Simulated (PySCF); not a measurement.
C6H6Cl4Si2, SMILES Cl[SiH](Cl)c1ccc([SiH](Cl)Cl)cc1, GFN2-xTB optimised geometry. Atoms within 1.6 Å of the plane z = 0.0 Å (x, y, z in Å): C7 (-0.04, -1.56, -1.52), Si10 (0.64, -0.67, 0.00), Cl12 (-0.02, 1.24, 0.00), H15 (-2.10, -1.24, -1.00), H18 (2.10, -0.67, 0.00).

Calculation: PySCF 2.14.0 with CAM-B3LYP/def2-SVP. Cells within 0.4 Å of a nucleus heavier than hydrogen are left out (blank, or x).

Map of the LUMO amplitude (bohr^(-3/2)) on the plane z = 0.0 Å; orbital energy -0.38 eV, overall sign arbitrary:

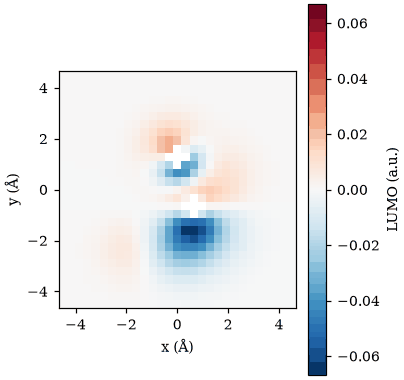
LUMO amplitude (bohr^(-3/2)) on the plane z = 0.0 Å.
